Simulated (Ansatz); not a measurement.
Stretching the O3–H4 bond in GaH3O2 (SMILES [OH][GaH][OH]) (multiplicity 1 held, fragments rigid). Energies count from the point at 0.963 Å.
Geometry at that point (charge 0, multiplicity 1):
```xyz
6

Ga    -0.244    -0.178    -0.151
H     -1.354    -1.016    -0.827
O      0.020     1.538    -0.577
H      0.742     1.940    -0.082
O      0.902    -0.756     1.106
H      0.795    -1.676     1.365
```

R- and RO- levels are restricted; in cc, def2 and unpolarised 6-31G sets they are followed outwards from rest. U- levels take the lowest unrestricted solution at each point, which mixes spins at long bonds. Active spaces are followed from a long bond inwards. Curves can end on different states.

Correlated levels freeze the cores. Filled d and f shells under p-block atoms count as core.

Run with Ansatz (a quantum-chemistry and plane-wave program) with Gaussian orbitals. Each number belongs to the level named beside it.

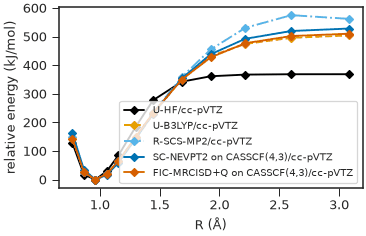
Fig. 1. Relative energy along the coordinate

Q: Read off the U-HF/cc-pVTZ curve at R = 1.445.

A: about 280 kJ/mol

Doubts at one or more of the structures used: a spin-contaminated determinant (U-HF/cc-pVTZ, U-B3LYP/cc-pVTZ); a restricted determinant that unrestricted orbitals would lower (R-SCS-MP2/cc-pVTZ); active orbitals that take no part (SC-NEVPT2 on CASSCF(4,3)/cc-pVTZ, FIC-MRCISD+Q on CASSCF(4,3)/cc-pVTZ).
